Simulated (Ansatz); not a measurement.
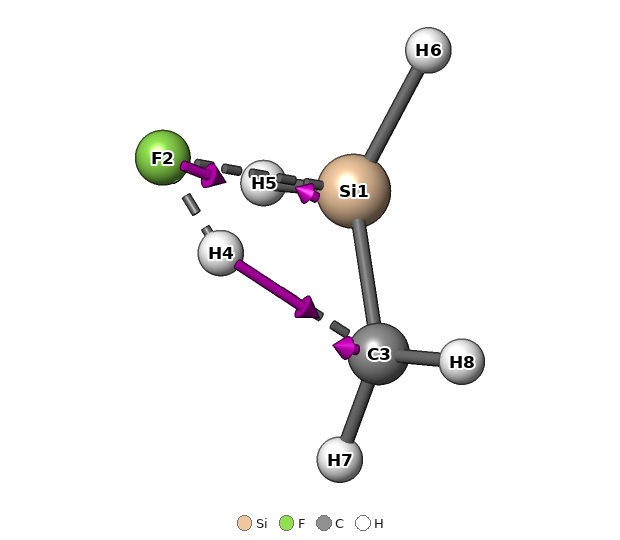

The arrows show one normal mode. Broken sticks mark bonds that form or break. Harmonic vibrations computed with RKS PBE0-D4/def2-TZVP (Ansatz 0.2.0) at a stationary point of the same level. It is a saddle point of order 1.

**At what wavenumber does it lie?**

320i cm⁻¹; it is mode 1 of 18 counted from the lowest. It is the reaction coordinate: F2–H4 forms (1.02 Å), Si1–F2 breaks (2.21 Å), C3–H4 breaks (1.80 Å), or the reverse.
